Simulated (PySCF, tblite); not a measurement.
# C24H28P+: electronic excitations, NMR shifts

What do calculations give for the electronic excitations, NMR shifts of C24H28P+ (`CCCCCC[P+](c1ccccc1)(c1ccccc1)c1ccccc1`)?

Computed with tblite 0.8.0 and PySCF 2.14.0 and routines of our own; the level stands in each step. Atoms count from 0.

## Step 1: The system as given

53 atoms, charge 1, multiplicity 1; geometry from: force field, distance geometry or constructed start.

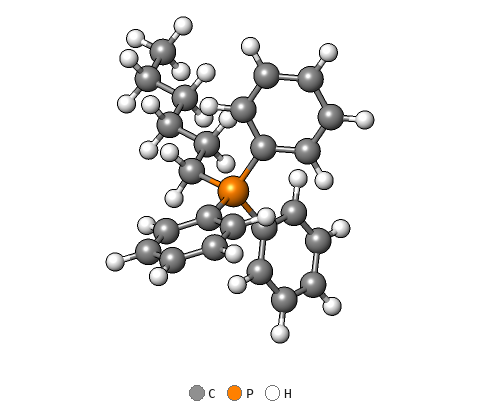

The starting geometry (carbon grey, phosphorus orange, hydrogen white).

## Step 2: Optimising the geometry with GFN2-xTB

What the job is given:

```
{"job": {"kind": "relax", "xc": "GFN2-xTB", "basis": "xTB"}, "charge": 1, "multiplicity": 1}
C      6.613600    -0.983800    -0.637200
C      5.494400    -0.677000     0.350200
C      4.150500    -0.542800    -0.340400
C      3.029600    -0.232200     0.654500
C      1.676600    -0.099800    -0.035700
C      0.562100     0.216400     0.953800
P     -1.127200     0.229700     0.270500
C     -1.464500    -1.351400    -0.476000
C     -1.008600    -2.537600     0.122300
C     -1.288900    -3.782000    -0.443800
C     -2.036300    -3.864900    -1.618600
C     -2.517700    -2.703600    -2.213200
C     -2.242700    -1.456400    -1.638200
C     -2.286300     0.464800     1.609000
C     -3.647900     0.176200     1.414000
C     -4.579500     0.358000     2.442600
C     -4.165500     0.848100     3.673500
C     -2.824600     1.146600     3.882700
C     -1.892600     0.964200     2.862200
C     -1.211000     1.579800    -0.882900
C     -0.627200     1.475200    -2.152300
C     -0.677600     2.530300    -3.064000
C     -1.313100     3.719500    -2.709600
C     -1.905100     3.837900    -1.460600
C     -1.846800     2.785300    -0.549400
H      6.409800    -1.920400    -1.164200
H      6.703200    -0.178300    -1.376100
H      7.566000    -1.076800    -0.113600
H      5.452300    -1.483100     1.099100
H      5.737900     0.246300     0.897000
H      4.201400     0.262500    -1.088400
H      3.910800    -1.466100    -0.879600
H      3.260900     0.690700     1.196900
H      2.980400    -1.040800     1.409700
H      1.738600     0.701200    -0.789200
H      1.447300    -1.019900    -0.582900
H      0.756100     1.203200     1.390900
H      0.592200    -0.506200     1.774500
H     -0.441600    -2.499300     1.047700
H     -0.926100    -4.683600     0.032900
H     -2.251000    -4.835000    -2.053800
H     -3.105800    -2.767500    -3.115900
H     -2.639300    -0.563300    -2.117300
H     -3.984000    -0.207100     0.451000
H     -5.627900     0.122000     2.267000
H     -4.891800     0.993200     4.466000
H     -2.497400     1.535500     4.846500
H     -0.854500     1.219200     3.054100
H     -0.117400     0.553100    -2.442800
H     -0.214600     2.425800    -4.040700
H     -1.359000     4.532300    -3.419300
H     -2.393000     4.768600    -1.182200
H     -2.308800     2.910200     0.425900
```

The run is started by

```
$ OMP_NUM_THREADS=2 python large_run.py task.json out
```

The driver reads the jobs from task.json and runs them one after another.

The program printed:

```text
step      E/eV     max force
  0   -1844.17572    1.371
  1   -1844.27228    0.429
  2   -1844.29718    0.207
  3   -1844.30365    0.151
  4   -1844.30652    0.111
  5   -1844.30878    0.071
  6   -1844.30990    0.057
  7   -1844.31217    0.077
  8   -1844.31359    0.095
  9   -1844.31685    0.104
 10   -1844.31982    0.082
 11   -1844.32223    0.061
 12   -1844.32337    0.052
 13   -1844.32415    0.043
 14   -1844.32499    0.058
 15   -1844.32583    0.050
 16   -1844.32638    0.032
 17   -1844.32670    0.031
 18   -1844.32697    0.029
 19   -1844.32728    0.026
 20   -1844.32760    0.031
 21   -1844.32792    0.032
 22   -1844.32823    0.027
 23   -1844.32848    0.027
 24   -1844.32866    0.018
```

Run time: 0.81 s. Hardware: 2 threads of Arm Neoverse V1, shared host; peak memory 0.19 GiB.

Relaxation path:

```
step  energy from step 0 (eV)  largest force (eV/Å)
   0                   0.0000                1.3712
   1                  -0.0966                0.4287
   2                  -0.1215                0.2076
   3                  -0.1279                0.1520
   4                  -0.1308                0.1109
   5                  -0.1331                0.0709
   6                  -0.1342                0.0569
   7                  -0.1364                0.0762
   8                  -0.1379                0.0952
   9                  -0.1411                0.1031
  10                  -0.1441                0.0820
  11                  -0.1465                0.0607
  12                  -0.1477                0.0517
  13                  -0.1484                0.0430
  14                  -0.1493                0.0581
  15                  -0.1501                0.0505
  16                  -0.1507                0.0324
  17                  -0.1510                0.0306
  18                  -0.1513                0.0291
  20                  -0.1519                0.0304
  21                  -0.1522                0.0322
  22                  -0.1525                0.0273
  23                  -0.1528                0.0269
  24                  -0.1529                0.0172
```

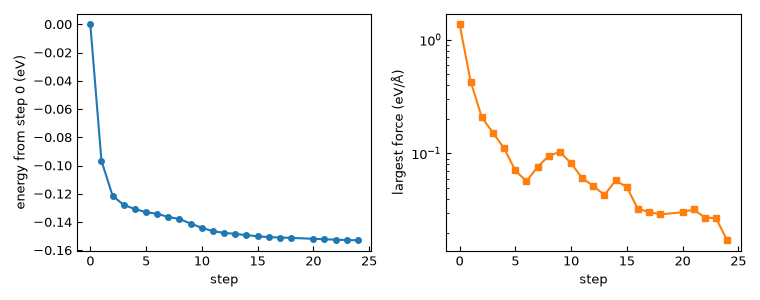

Energy and largest force along the relaxation.

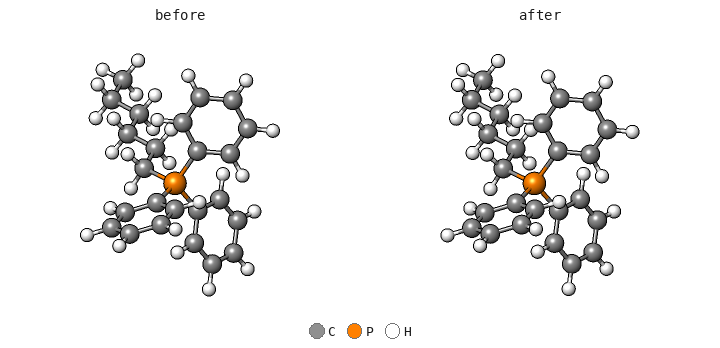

Before and after, at one scale.

Distances of close pairs at the start and the end, largest changes first:

```csv
bond,before (Å),after (Å),change (Å)
P6–C19,1.778,1.802,+0.024
P6–C7,1.781,1.803,+0.023
P6–C13,1.786,1.805,+0.018
C14–C15,1.400,1.382,-0.017
C11–C12,1.401,1.384,-0.017
C3–H33,1.108,1.092,-0.015
C8–C9,1.396,1.382,-0.014
C13–C18,1.405,1.392,-0.013
```

The end geometry stands in the next job.

## Step 3: Harmonic vibrations with GFN2-xTB

What the job is given:

```
{"job": {"kind": "ir", "xc": "GFN2-xTB", "basis": "xTB"}, "charge": 1, "multiplicity": 1}
C      6.607011    -0.981550    -0.636705
C      5.490202    -0.678567     0.352515
C      4.139452    -0.539256    -0.345947
C      3.019707    -0.236918     0.646244
C      1.660793    -0.102362    -0.041470
C      0.578244     0.224784     0.987285
P     -1.107675     0.229871     0.288892
C     -1.457671    -1.356128    -0.494913
C     -0.998916    -2.518797     0.120570
C     -1.286842    -3.749208    -0.439078
C     -2.039319    -3.823812    -1.601433
C     -2.512024    -2.667769    -2.202775
C     -2.227075    -1.430163    -1.653217
C     -2.285144     0.481256     1.633063
C     -3.624053     0.172686     1.399167
C     -4.553070     0.355956     2.406116
C     -4.152238     0.841896     3.641942
C     -2.821191     1.151114     3.872082
C     -1.882741     0.973531     2.871192
C     -1.238034     1.570586    -0.907937
C     -0.646250     1.436778    -2.162997
C     -0.683404     2.498598    -3.047622
C     -1.307603     3.683996    -2.687449
C     -1.902066     3.811452    -1.441755
C     -1.867670     2.757895    -0.546076
H      6.408750    -1.912066    -1.163056
H      6.695478    -0.184272    -1.370596
H      7.556631    -1.076582    -0.117858
H      5.434124    -1.480721     1.091080
H      5.718000     0.247023     0.884776
H      4.197048     0.263511    -1.083915
H      3.911272    -1.465336    -0.877917
H      3.250189     0.690853     1.174741
H      2.973060    -1.039119     1.386341
H      1.711840     0.693810    -0.787935
H      1.420021    -1.036295    -0.557347
H      0.757997     1.219407     1.409091
H      0.593558    -0.502649     1.806448
H     -0.423973    -2.460683     1.033349
H     -0.924988    -4.649384     0.032751
H     -2.262235    -4.785922    -2.035596
H     -3.105515    -2.728885    -3.101650
H     -2.597745    -0.528106    -2.120063
H     -3.927765    -0.208021     0.433492
H     -5.590322     0.119528     2.228455
H     -4.879024     0.982912     4.426622
H     -2.508752     1.532018     4.831970
H     -0.848943     1.221617     3.057340
H     -0.169157     0.507819    -2.442763
H     -0.226474     2.400124    -4.020037
H     -1.333792     4.509394    -3.381826
H     -2.394511     4.730718    -1.165875
H     -2.328688     2.850563     0.427280
```

The program printed:

```text
mode    cm-1     km/mol
  1      -3.5      0.09
  2      17.1      0.18
  3      24.8      0.04
  4      28.3      0.03
  5      30.0      0.07
  6      41.4      0.05
  7      49.7      0.13
  8      52.1      0.02
  9      67.6      0.02
 10      72.1      0.09
 11     111.8      0.36
 12     118.9      0.03
 13     136.2      0.09
 14     164.4      0.48
 15     168.5      1.03
 16     176.4      0.21
 17     204.1      1.08
 18     223.1      1.46
 19     229.8      0.87
 20     232.4      0.16
 21     239.1      1.25
 22     249.4      1.36
 23     262.4      0.02
 24     357.3      5.38
 25     359.2      0.12
 26     361.8      0.38
 27     369.1      0.01
 28     398.8      1.04
 29     414.7      2.03
 30     425.1      2.33
 31     438.3      3.63
 32     471.1     30.21
 33     479.7     38.48
 34     500.5     54.30
 35     583.4      0.01
 36     583.9      0.08
 37     584.3      0.05
 38     651.7      3.44
 39     652.7      8.68
 40     652.9      1.04
 41     665.9      0.21
 42     708.9      2.60
 43     721.4     37.42
 44     734.7     39.16
 45     739.8     32.67
 46     744.5      6.20
 47     763.1     35.75
 48     774.3      2.80
 49     796.4     39.74
 50     808.0     11.54
 51     864.8      0.18
 52     868.7      0.37
 53     875.8      0.66
 54     886.5      3.97
 55     902.7      0.66
 56     906.5      0.17
 57     912.9      0.13
 58     929.2      0.10
 59     930.5      0.08
 60     934.4      0.09
 61     940.3      0.03
 62     940.7      0.04
 63     941.6      0.11
 64     943.1      4.24
 65     966.4     11.62
 66     969.3      0.24
 67     972.2      1.83
 68     976.9      1.59
 69    1025.6      5.56
 70    1045.7      5.38
 71    1055.2      0.22
 72    1075.7      0.16
 73    1077.2      0.38
 74    1077.9      0.13
 75    1097.0      0.21
 76    1107.5      4.77
 77    1113.6     12.87
 78    1114.7     23.23
 79    1115.4     21.31
 80    1116.5      6.96
 81    1118.4      1.25
 82    1119.6     62.36
 83    1128.1     17.08
 84    1177.6      0.74
 85    1177.8      0.08
 86    1178.1      0.18
 87    1181.4      9.58
 88    1189.3      0.17
 89    1190.7      0.06
 90    1194.8      1.04
 91    1200.7      0.78
 92    1226.9      0.01
 93    1258.3      1.10
 94    1260.2      1.54
 95    1262.2      4.34
 96    1265.5      1.62
 97    1268.5      5.27
 98    1283.6      2.73
 99    1289.0      0.10
100    1313.1      0.86
101    1320.6      0.27
102    1321.6      0.15
103    1323.1      0.09
104    1354.0      0.62
105    1373.4      1.18
106    1412.0      4.52
107    1415.2      5.92
108    1416.0     10.44
109    1418.8      7.23
110    1419.1      2.31
111    1440.9      0.52
112    1442.8      1.45
113    1443.2      1.19
114    1487.1      0.07
115    1490.7      0.20
116    1495.2      0.02
117    1498.1      0.97
118    1501.4      4.42
119    1503.7      2.26
120    1572.6      0.24
121    1573.5      1.14
122    1575.0      0.97
123    1575.9      4.86
124    1576.3      3.81
125    1576.7      2.11
126    2918.9      5.66
127    2928.7      6.80
128    2957.2      8.26
129    2965.4      3.51
130    2972.0      2.65
131    2977.2      1.42
132    2981.7      4.26
133    2984.8     63.31
134    2986.0     57.04
135    2994.5     92.25
136    3039.7     48.98
137    3043.5     38.14
138    3054.5     31.29
139    3065.4      7.85
140    3069.0     14.34
141    3070.7      0.19
142    3072.6      6.60
143    3077.6      6.96
144    3090.0      4.06
145    3099.2      0.13
146    3099.9      0.02
147    3100.7      0.91
148    3105.6      9.40
149    3105.8     10.16
150    3107.0      8.75
151    3112.4      8.64
152    3113.1      7.55
153    3113.7      6.44
```

Run time: 9.4 s. Hardware: 2 threads of Arm Neoverse V1, shared host; peak memory 0.19 GiB.

Which atoms move in the most intense modes:

| cm⁻¹ | km/mol | atoms |
| --- | --- | --- |
| 500 | 54.3 | P6 36 % |
| 735 | 39.2 | H45 16 %, H46 14 %, H44 14 %, H47 13 % |
| 796 | 39.7 | C5 41 %, P6 33 % |
| 1120 | 62.4 | C19 25 %, C7 15 % |
| 2985 | 63.3 | H28 36 %, H32 26 %, H31 25 % |
| 2986 | 57.0 | H29 38 %, H30 31 %, H33 11 % |
| 2994 | 92.2 | H29 22 %, H28 20 %, H30 16 %, H31 15 % |
| 3040 | 49.0 | H25 49 %, H26 41 % |

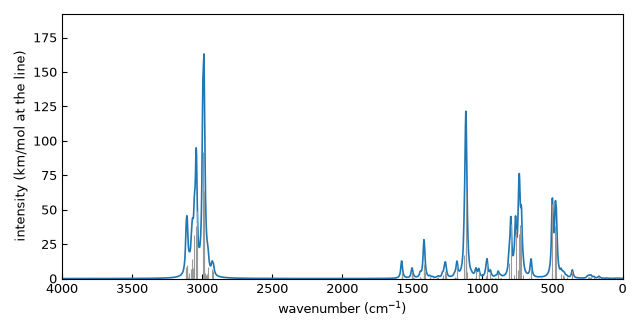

The infrared spectrum from these modes, unscaled. Lines are broadened to a width of 14 cm⁻¹ (Lorentzian).

## Step 4: Electronic excitations: TDDFT B3LYP/6-31G*

Settings changed since step 3:

```diff
@@ -1,2 +1,2 @@
-{"job": {"kind": "ir", "xc": "GFN2-xTB", "basis": "xTB"}, "charge": 1, "multiplicity": 1}
+{"job": {"kind": "uv", "basis": "6-31G*", "grid": 1, "kgrid": 0, "vcut": 1.5, "nstates": 8, "ntriplets": 3, "tda": false, "delta": ["ip_vertical"], "pop": true, "xc": "B3LYP"}, "charge": 1, "multiplicity": 1}
 C      6.607011    -0.981550    -0.636705
```

Method: TDDFT B3LYP/6-31G*, vertical, gas phase, core orbitals frozen in the response, virtual orbitals cut by energy.

The program printed:

```text
start: PBE on a coarse grid of 42294 points
cycle   1  E = -1271.1071324004  dE =  3.538e+00  |g| = 1.057e+00  |ddm| = 7.294e+00
cycle   2  E = -1270.4860526632  dE =  6.211e-01  |g| = 1.837e+00  |ddm| = 3.495e+00
cycle   3  E = -1271.3296071533  dE = -8.436e-01  |g| = 5.557e-01  |ddm| = 2.806e+00
cycle   4  E = -1271.4206900442  dE = -9.108e-02  |g| = 1.375e-01  |ddm| = 8.188e-01
cycle   5  E = -1271.4255598765  dE = -4.870e-03  |g| = 5.078e-02  |ddm| = 1.924e-01
cycle   6  E = -1271.4261742808  dE = -6.144e-04  |g| = 2.005e-02  |ddm| = 7.598e-02
cycle   7  E = -1271.4262673888  dE = -9.311e-05  |g| = 7.703e-03  |ddm| = 2.731e-02
final grid: 180401 points
cycle   8  E = -1272.5615327984  dE = -7.870e-03  |g| = 3.415e-02  |ddm| = 3.566e-01
cycle   9  E = -1272.5613737706  dE =  1.590e-04  |g| = 4.148e-02  |ddm| = 1.073e-01
cycle  10  E = -1272.5618471521  dE = -4.734e-04  |g| = 1.200e-02  |ddm| = 6.150e-02
cycle  11  E = -1272.5618873401  dE = -4.019e-05  |g| = 2.959e-03  |ddm| = 1.549e-02
cycle  12  E = -1272.5618902015  dE = -2.861e-06  |g| = 1.299e-03  |ddm| = 4.323e-03
cycle  13  E = -1272.5618893175  dE =  8.840e-07  |g| = 3.612e-04  |ddm| = 1.950e-03
cycle  14  E = -1272.5618907669  dE = -1.449e-06  |g| = 1.149e-04  |ddm| = 4.711e-04
cycle  15  E = -1272.5618882537  dE =  2.513e-06  |g| = 3.097e-05  |ddm| = 1.583e-04
converged SCF energy = -1272.5618882537

Static polarisability (au): isotropic 259.614, principal 238.209 257.342 283.290

Singlet excitations
state   eV       nm        f      main configurations
  1   5.2362    236.8   0.00643   H-1->L 0.45, H->L+1 0.23
  2   5.2514    236.1   0.02540   H->L 0.75
  3   5.3142    233.3   0.01965   H-3->L 0.22, H->L+1 0.17, H-2->L 0.13
  4   5.3566    231.5   0.01268   H-1->L 0.20, H-1->L+1 0.16, H->L+1 0.14
  5   5.4260    228.5   0.01879   H-2->L 0.55, H->L+1 0.18, H-1->L+1 0.15
  6   5.4651    226.9   0.01241   H-2->L+1 0.19, H-3->L 0.15, H-1->L+1 0.14
  7   5.5097    225.0   0.00513   H-4->L 0.56, H-3->L 0.20, H-2->L+1 0.14
  8   5.5858    222.0   0.05258   H-1->L+1 0.30, H-2->L+1 0.16, H-3->L+1 0.15

Triplet excitations (Tamm-Dancoff, eV): 4.1115 4.1389 4.1494
```

Wall time 4.9 min (2 threads of Arm Neoverse V1, shared host); peak memory 1.7 GiB.

Warnings kept with the result: ip_vertical: open-shell SCF did not converge.

Frontier orbitals and where they lie:

| orbital | eV | atoms |
| --- | --- | --- |
| HOMO−4 | -10.45 | C22 19 %, C19 17 %, C15 8 % |
| HOMO−3 | -10.41 | C12 17 %, C9 16 %, C24 12 % |
| HOMO−2 | -10.33 | C15 19 %, C18 18 %, C13 7 % |
| HOMO−1 | -10.28 | C20 14 %, C8 14 %, C23 14 % |
| HOMO | -10.21 | C17 20 %, C14 19 %, C21 7 % |
| LUMO | -4.30 | C10 15 %, P6 12 %, C7 11 % |
| LUMO+1 | -4.16 | C22 12 %, C19 12 %, C16 11 % |
| LUMO+2 | -3.97 | C7 12 %, C10 10 %, P6 9 % |
| LUMO+3 | -3.58 | C21 17 %, C24 16 %, C11 10 % |

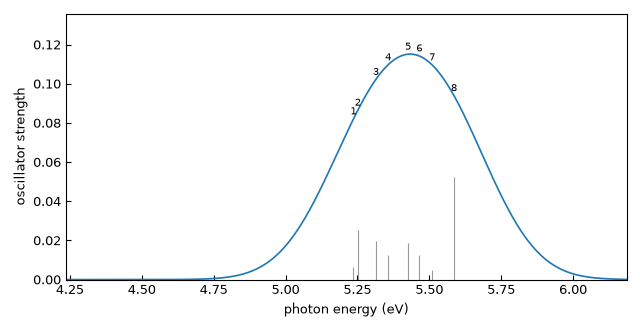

Absorption spectrum from the 8 singlet states computed; above the last one it falls off for lack of states. Lines are broadened to a width of 0.40 eV (Gaussian).

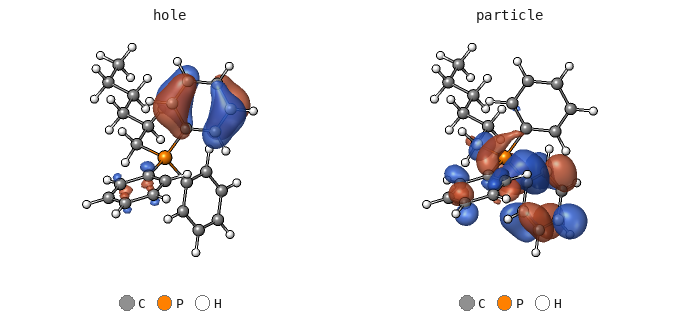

Leading natural transition orbitals of singlet state 8: the electron leaves the hole (left) for the particle orbital (right).

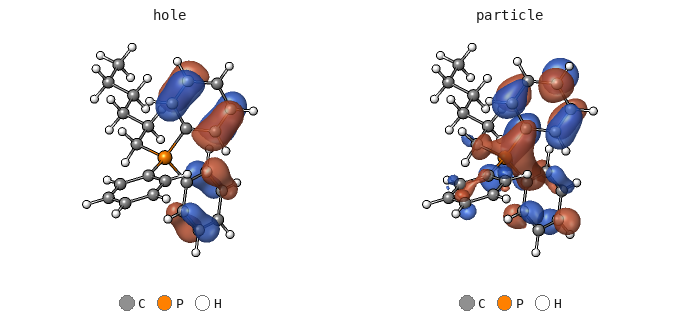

Leading natural transition orbitals of singlet state 1: the electron leaves the hole (left) for the particle orbital (right).

Ground-state properties from the same run:

```csv
property,computed
polarisability (Å³),38.47
HOMO–LUMO gap (eV),5.90
−ε(HOMO) (eV),10.21
```

Orbitals, density, ELF and potential are computed afterwards from the orbital file.

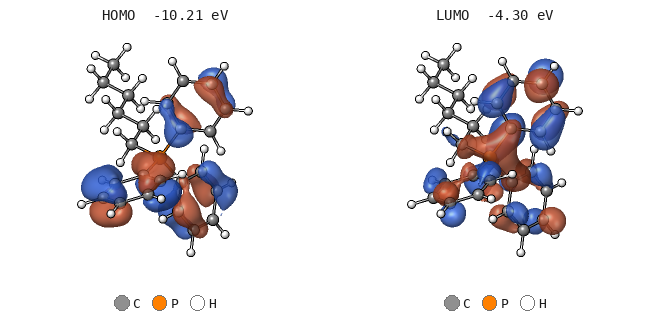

B3LYP/6-31G* orbitals near the gap, drawn at the value that encloses 70 % of each; the two colours are the two signs.

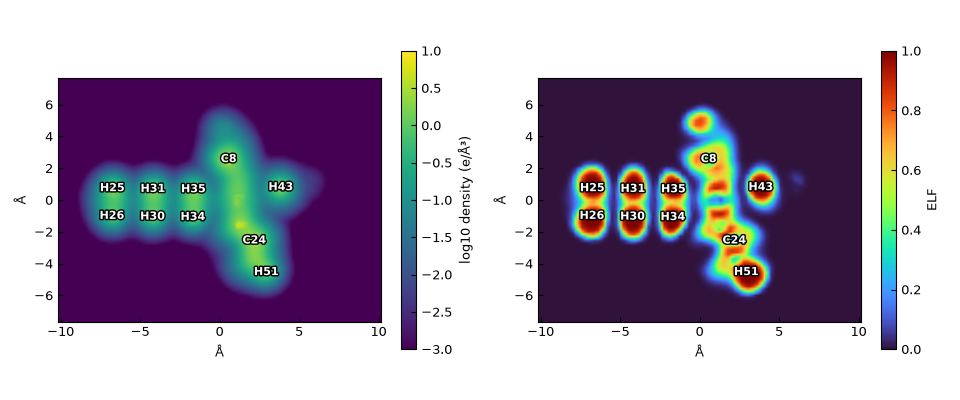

Density (left) and ELF (right) in a plane through or near 10 of the atoms.

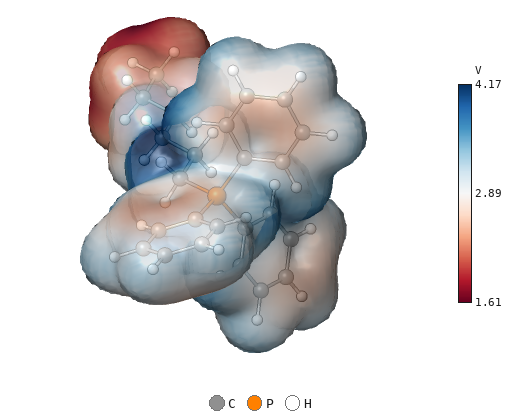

The potential that a unit positive charge feels on the 0.002 e/bohr³ surface, from the 1st to the 99th percentile, from 1.61 to 4.17 V.

(Part 1 of 2 ends here.)
